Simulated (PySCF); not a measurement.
**C3H7F (SMILES CC(C)F) at 6 levels**

We compute a comparison of 6 runs (BLYP/cc-pVDZ, M06-L/cc-pVDZ, SVWN5/cc-pVDZ, TPSS/cc-pVDZ, wB97X/cc-pVDZ, CCSD(T)/cc-pVDZ) of C3H7F. The job is set up through a Python script.

The results are computed with PySCF 2.14.0.

2 further runs of the same task are left out: 2 set aside as unsound or not needed.

**1. Starting point**

C3H7F: 11 atoms, total charge 0, spin state singlet. SMILES: `CC(C)F`. One bond was lengthened or shortened from a relaxed shape.

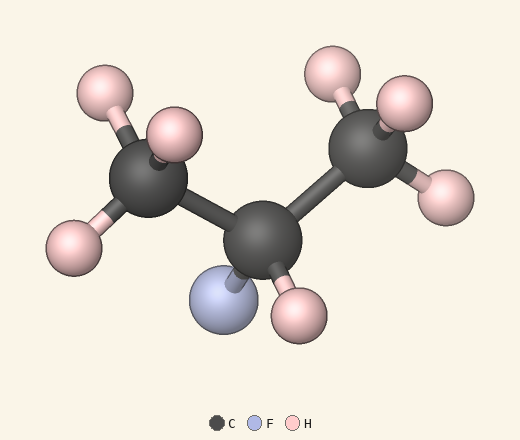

The structure, seen from a chosen angle (carbon dark grey, fluorine light blue, hydrogen pink).

**2. The energy at BLYP/cc-pVDZ (run 1)**

Contents of run.py:

```python
from pyscf import gto, dft

mol = gto.Mole()
mol.atom = [
    ('C', (-0.375854, 1.045280, -0.620036)),
    ('C', (-0.620954, -0.306420, 0.001664)),
    ('C', (0.485046, -0.766020, 0.917664)),
    ('F', (-0.755454, -1.242220, -1.025436)),
    ('H', (-1.183254, 1.303580, -1.307036)),
    ('H', (-0.321954, 1.814280, 0.153964)),
    ('H', (0.707700, 1.043900, -1.256000)),
    ('H', (-1.577954, -0.307020, 0.536664)),
    ('H', (1.437146, -0.788520, 0.382364)),
    ('H', (0.275946, -1.766520, 1.299564)),
    ('H', (0.581446, -0.085420, 1.766764)),
]
mol.verbose = 3
mol.charge = 0
mol.max_memory = 1860
mol.basis = 'cc-pvdz'
mol.build()

mf = dft.RKS(mol, xc='blyp')
mf.conv_tol = 1e-10
mf.grids.level = 5
mf.kernel()
if not mf.converged:
    mf = mf.newton().run(mf.mo_coeff, mf.mo_occ)

e_tot = mf.e_tot
print('E = %.10f Eh' % e_tot)
```

Started as:

```bash
OMP_NUM_THREADS=1 python run.py
```

Standard output:

```text
converged SCF energy = -218.278334605351
E = -218.2783346054 Eh
```

Run time: 32 s. Hardware: 1 thread of Intel Xeon at 2.70GHz, shared host; peak memory 0.46 GiB.

**3. A single-point energy at M06-L/cc-pVDZ (run 2)**

Contents of mol.xyz:

```xyz
11
C3H7F
C     -0.375854     1.045280    -0.620036
C     -0.620954    -0.306420     0.001664
C      0.485046    -0.766020     0.917664
F     -0.755454    -1.242220    -1.025436
H     -1.183254     1.303580    -1.307036
H     -0.321954     1.814280     0.153964
H      0.707700     1.043900    -1.256000
H     -1.577954    -0.307020     0.536664
H      1.437146    -0.788520     0.382364
H      0.275946    -1.766520     1.299564
H      0.581446    -0.085420     1.766764
```

Contents of run.py:

```python
from pyscf import gto, dft

mol = gto.Mole()
mol.atom = 'mol.xyz'
mol.basis = 'cc-pvdz'
mol.charge = 0
mol.spin = 0
mol.max_memory = 1860
mol.verbose = 3
mol.build()

mf = dft.RKS(mol, xc='m06-l')
mf.conv_tol = 1e-10
mf.grids.level = 5
mf.kernel()
if not mf.converged:
    mf = mf.newton().run(mf.mo_coeff, mf.mo_occ)

energy = mf.e_tot
print('E = %.10f Eh' % energy)
```

Started as:

```bash
OMP_NUM_THREADS=1 python run.py
```

Standard output:

```text
converged SCF energy = -218.345203422605
E = -218.3452034226 Eh
```

It took 39 s on 1 thread of Intel Xeon at 2.70GHz, shared host; peak memory 0.5 GiB.

Runs 3 to 4 aren't shown in full; the table further down has their settings and results.

**4. The energy at wB97X/cc-pVDZ (run 5)**

Contents of run.py:

```python
from pyscf import gto, dft

mol = gto.M(
    atom='''
C       -0.375854       1.045280      -0.620036
C       -0.620954      -0.306420       0.001664
C        0.485046      -0.766020       0.917664
F       -0.755454      -1.242220      -1.025436
H       -1.183254       1.303580      -1.307036
H       -0.321954       1.814280       0.153964
H        0.707700       1.043900      -1.256000
H       -1.577954      -0.307020       0.536664
H        1.437146      -0.788520       0.382364
H        0.275946      -1.766520       1.299564
H        0.581446      -0.085420       1.766764
''',
    basis='cc-pvdz',
    verbose=3,
    max_memory=1860,
)

mf = dft.RKS(mol, xc='wb97x')
mf.conv_tol = 1e-10
mf.grids.level = 5
mf.kernel()
if not mf.converged:
    mf = mf.newton().run(mf.mo_coeff, mf.mo_occ)

energy = mf.e_tot
print('E = %.10f Eh' % energy)
```

Started as:

```bash
OMP_NUM_THREADS=1 python run.py
```

Standard output:

```text
converged SCF energy = -218.321700176354
E = -218.3217001764 Eh
```

Wall time 33 s (1 thread of Intel Xeon at 2.70GHz, shared host); peak memory 0.46 GiB.

**5. The energy at CCSD(T)/cc-pVDZ (run 6)**

Contents of calc.py:

```python
from pyscf import gto, cc

mol = gto.Mole()
mol.atom = '''
C       -0.375854       1.045280      -0.620036
C       -0.620954      -0.306420       0.001664
C        0.485046      -0.766020       0.917664
F       -0.755454      -1.242220      -1.025436
H       -1.183254       1.303580      -1.307036
H       -0.321954       1.814280       0.153964
H        0.707700       1.043900      -1.256000
H       -1.577954      -0.307020       0.536664
H        1.437146      -0.788520       0.382364
H        0.275946      -1.766520       1.299564
H        0.581446      -0.085420       1.766764
'''
mol.verbose = 3
mol.charge = 0
mol.basis = 'cc-pvdz'
mol.max_memory = 1860
mol.build()

calc0 = mol.RHF()
calc0.conv_tol = 1e-10
calc0.kernel()
if not calc0.converged:
    calc0 = calc0.newton().run(calc0.mo_coeff, calc0.mo_occ)

mycc = cc.CCSD(calc0, frozen=4)
mycc.kernel()
e_t = mycc.ccsd_t()
etot = mycc.e_tot + e_t
print('E(%s) = %.9f' % ('CCSD(T)', etot))
```

Started as:

```bash
OMP_NUM_THREADS=1 python calc.py
```

Standard output:

```text
converged SCF energy = -217.120545029101
E(CCSD) = -217.7895680764383  E_corr = -0.6690230473372809
CCSD(T) correction = -0.0165461139168885
E(CCSD(T)) = -217.806114190
```

Wall time 42 s (1 thread of Intel Xeon at 2.70GHz, shared host); peak memory 0.56 GiB.

**6. The series**

```csv
run,level,integration grid,frozen core orbitals,energy (Eh),dipole moment (D) of the reference,HOMO energy (eV),LUMO energy (eV),wall time
1,BLYP/cc-pVDZ,5,–,-218.278335,1.59,-7.11,0.99,32 s
2,M06-L/cc-pVDZ,5,–,-218.345203,1.77,-7.59,1.74,39 s
3,SVWN5/cc-pVDZ,5,–,-216.597240,1.65,-7.26,0.83,13 s
4,TPSS/cc-pVDZ,5,–,-218.404391,1.67,-7.36,1.30,44 s
5,wB97X/cc-pVDZ,5,–,-218.321700,1.80,-11.41,3.99,33 s
6,CCSD(T)/cc-pVDZ,–,4,-217.806114,2.12,-12.84,4.84,42 s
```

**7. What came out**

| quantity | value |
| --- | --- |
| run 6: total energy | -217.80611 Eh |
| run 6: dipole moment (Hartree–Fock density) | 2.12 D |
| run 6: HOMO energy (Hartree–Fock orbitals) | -12.84 eV |
| run 6: LUMO energy (Hartree–Fock orbitals) | 4.84 eV |
| run 6: HOMO–LUMO gap (Hartree–Fock orbitals) | 17.68 eV |
| run 6: correlation energy (4 core orbitals frozen) | -685.6 mEh |
| run 6: (T) correction | -16.55 mEh |
| run 6: T1 diagnostic | 0.009 |

In words: Over runs 1, 2, 3, 4, 5 the dipole moment (its size) runs from 1.59 D (BLYP/cc-pVDZ) to 1.80 D (wB97X/cc-pVDZ). Over runs 1, 2, 3, 4, 5 the HOMO–LUMO gap runs from 8.09 eV (BLYP/cc-pVDZ) to 15.39 eV (wB97X/cc-pVDZ). Totals of different functionals can't be ranked against each other. All runs together took 3.4 min, the longest 44 s.
